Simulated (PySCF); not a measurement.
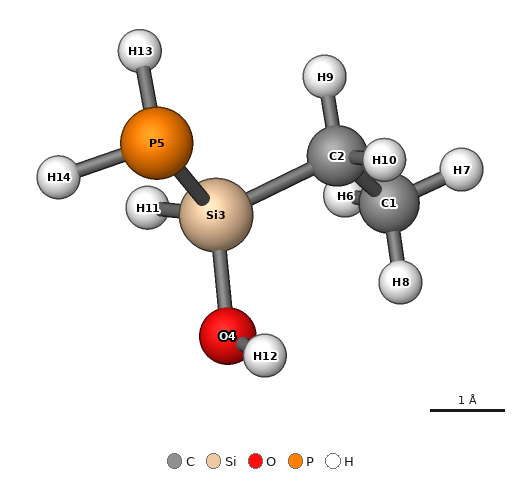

The structure (ball-and-stick view, seen at a tilt; atoms are numbered from 1 in the order of the input).

# C2H9OPSi: one change and its effect

System: C2H9OPSi.
Method of the first run: GIAO PBE0/6-31G* NMR shielding, non-relativistic, gas phase (PySCF 2.14.0).

The geometry comes from this level: PBE0-D3(BJ)/def2-SVP. Text and figures count atoms from 1; the logs count them from 0 in places.

## Input, the first run
```
{"job": {"kind": "nmr", "xc": "PBE0", "basis": "6-31G*", "pop": true}, "charge": 0, "multiplicity": 1}
C     -1.989563     0.027699     0.239744
C     -0.623936     0.705042     0.149595
Si     0.808703    -0.505444     0.266502
O      0.699308    -1.708197    -0.889834
P      2.731541     0.659428    -0.046566
H     -2.124997    -0.475859     1.209936
H     -2.814504     0.747736     0.123047
H     -2.102057    -0.741463    -0.540004
H     -0.503246     1.461773     0.945492
H     -0.523874     1.258370    -0.801586
H      0.769067    -1.238714     1.564227
H      0.797852    -1.431001    -1.805437
H      2.604649     1.365230     1.189828
H      3.563141    -0.360601     0.506616
```

The first line tells a small driver script what to run in PySCF; the rest is the geometry in Å.

Launched with:
```bash
OMP_NUM_THREADS=1 python <driver script> task.json out
```

Hardware: 1 CPU thread, shared host.

## Output (the first run)
```
coarse grid: 12088 points
cycle   1  E = -787.2164939875  dE =  2.091e-01  |g| = 7.288e-01  |ddm| = 3.152e+00
cycle   2  E = -787.0786290613  dE =  1.379e-01  |g| = 1.105e+00  |ddm| = 1.702e+00
cycle   3  E = -787.3247660938  dE = -2.461e-01  |g| = 1.030e-01  |ddm| = 1.167e+00
cycle   4  E = -787.3270783801  dE = -2.312e-03  |g| = 3.705e-02  |ddm| = 1.365e-01
cycle   5  E = -787.3274261490  dE = -3.478e-04  |g| = 7.278e-03  |ddm| = 4.090e-02
cycle   6  E = -787.3274411822  dE = -1.503e-05  |g| = 1.562e-03  |ddm| = 1.125e-02
cycle   7  E = -787.3274419685  dE = -7.863e-07  |g| = 3.041e-04  |ddm| = 2.691e-03
final grid: 105824 points
cycle   8  E = -787.2669560208  dE = -1.383e-05  |g| = 7.199e-03  |ddm| = 1.898e-02
cycle   9  E = -787.2669473980  dE =  8.623e-06  |g| = 9.486e-03  |ddm| = 1.602e-02
cycle  10  E = -787.2669695462  dE = -2.215e-05  |g| = 8.048e-04  |ddm| = 8.939e-03
cycle  11  E = -787.2669696865  dE = -1.402e-07  |g| = 1.385e-04  |ddm| = 8.202e-04
cycle  12  E = -787.2669696903  dE = -3.847e-09  |g| = 3.901e-05  |ddm| = 1.704e-04
cycle  13  E = -787.2669696907  dE = -3.602e-10  |g| = 1.207e-05  |ddm| = 5.472e-05
converged SCF energy = -787.2669696907

GIAO shielding tensors (ppm)
atom      isotropic    diamagn.    paramagn.     s11        s22        s33       span
  0 C      184.479     245.616     -61.137    176.024    182.729    194.685     18.661
  1 C      179.933     249.609     -69.677    168.741    180.727    190.330     21.589
  2 Si     385.535     880.099    -494.565    347.173    388.784    420.648     73.475
  3 O      306.226     390.348     -84.121    277.486    299.466    341.728     64.243
  4 P      606.484     967.342    -360.858    550.787    603.211    665.455    114.669
  5 H       30.918      29.436       1.482     26.472     29.114     37.166     10.694
  6 H       30.760      28.896       1.863     25.667     28.598     38.014     12.347
  7 H       30.658      29.508       1.150     25.768     30.111     36.095     10.327
  8 H       31.551      31.017       0.534     26.390     31.495     36.770     10.380
  9 H       31.227      31.137       0.090     26.570     31.253     35.858      9.288
 10 H       26.165      30.118      -3.953     23.362     24.450     30.682      7.320
 11 H       31.854      29.164       2.689     24.582     27.696     43.283     18.701
 12 H       30.681      30.300       0.382     25.610     28.528     37.906     12.297
 13 H       30.123      29.178       0.944     25.375     27.172     37.821     12.446
```

For the second run the input was changed thus:
```diff
-"basis": "6-31G*"
+"basis": "cc-pVTZ"
```

What does this change do to the results?

The total energy of the second run is 87.9 kcal/mol lower, which measures the change of basis and not a stability. The HOMO goes from −7.19 to −7.29 eV. The LUMO goes from 0.59 to 0.20 eV. Of all shieldings, the largest change is that of Si3, by −42.9 ppm. The SCF takes 14 iterations against 13. The basis functions go from 96 to 284.

## Output (the second run)
```
coarse grid: 12088 points
cycle   1  E = -787.2928271662  dE =  1.897e-01  |g| = 7.682e-01  |ddm| = 6.743e+00
cycle   2  E = -787.1249777536  dE =  1.678e-01  |g| = 1.215e+00  |ddm| = 2.507e+00
cycle   3  E = -787.4028046048  dE = -2.778e-01  |g| = 1.099e-01  |ddm| = 1.602e+00
cycle   4  E = -787.4050987221  dE = -2.294e-03  |g| = 4.731e-02  |ddm| = 2.304e-01
cycle   5  E = -787.4056262305  dE = -5.275e-04  |g| = 8.793e-03  |ddm| = 8.020e-02
cycle   6  E = -787.4056462542  dE = -2.002e-05  |g| = 2.282e-03  |ddm| = 1.791e-02
cycle   7  E = -787.4056474062  dE = -1.152e-06  |g| = 4.784e-04  |ddm| = 4.186e-03
final grid: 105824 points
cycle   8  E = -787.4071083612  dE = -5.825e-05  |g| = 7.824e-03  |ddm| = 8.840e-02
cycle   9  E = -787.4070977697  dE =  1.059e-05  |g| = 1.040e-02  |ddm| = 2.683e-02
cycle  10  E = -787.4071217481  dE = -2.398e-05  |g| = 1.048e-03  |ddm| = 1.518e-02
cycle  11  E = -787.4071219291  dE = -1.810e-07  |g| = 3.234e-04  |ddm| = 1.616e-03
cycle  12  E = -787.4071219513  dE = -2.211e-08  |g| = 6.927e-05  |ddm| = 5.229e-04
cycle  13  E = -787.4071219523  dE = -1.003e-09  |g| = 1.752e-05  |ddm| = 1.170e-04
cycle  14  E = -787.4071219523  dE = -7.299e-11  |g| = 3.816e-06  |ddm| = 3.348e-05
converged SCF energy = -787.4071219523

GIAO shielding tensors (ppm)
atom      isotropic    diamagn.    paramagn.     s11        s22        s33       span
  0 C      178.254     241.512     -63.259    169.199    176.418    189.144     19.945
  1 C      171.011     244.761     -73.750    158.861    172.390    181.780     22.919
  2 Si     342.591     886.863    -544.272    300.005    343.785    383.983     83.978
  3 O      301.717     376.800     -75.083    272.610    297.138    335.404     62.794
  4 P      595.956     969.293    -373.337    538.069    597.198    652.601    114.532
  5 H       30.334      29.568       0.767     26.040     28.328     36.634     10.594
  6 H       30.036      28.853       1.183     25.087     27.569     37.451     12.364
  7 H       30.020      29.805       0.215     25.227     29.374     35.460     10.233
  8 H       30.704      31.022      -0.318     25.685     30.650     35.776     10.091
  9 H       30.480      31.566      -1.086     26.136     30.422     34.882      8.746
 10 H       25.719      30.297      -4.577     23.080     24.307     29.771      6.690
 11 H       31.155      32.025      -0.870     23.731     26.497     43.238     19.508
 12 H       30.025      29.739       0.286     25.129     27.895     37.051     11.922
 13 H       29.574      28.773       0.802     25.028     26.729     36.965     11.937
```

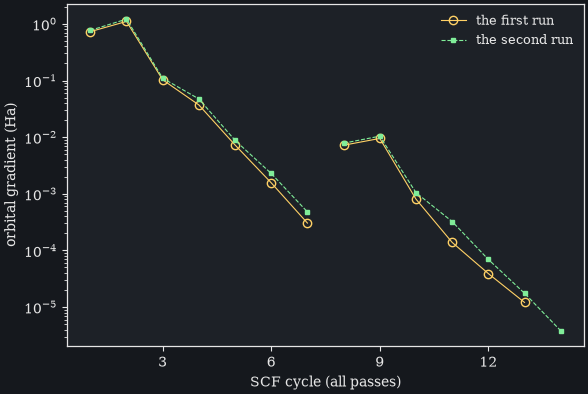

Convergence of the two runs: orbital gradient against the SCF cycle. A break in a curve parts two SCF passes (coarse and final grid). The first run takes 13 cycles in all, and the second run takes 14.

## The two runs side by side

```csv
quantity,the first run,the second run
outcome,converged,converged
total energy (hartree),−787.266970,−787.407122
HOMO (eV),−7.19,−7.29
LUMO (eV),0.59,0.20
dipole moment (D),1.20,1.18
shielding of C1 (ppm),184.5,178.3
shielding of C2 (ppm),179.9,171.0
shielding of Si3 (ppm),385.5,342.6
shielding of O4 (ppm),306.2,301.7
shielding of P5 (ppm),606.5,596.0
shielding of H9 (ppm),31.6,30.7
shielding of H10 (ppm),31.2,30.5
SCF iterations,13,14
basis functions,96,284
wall time (shared host),17 s,77 s
```
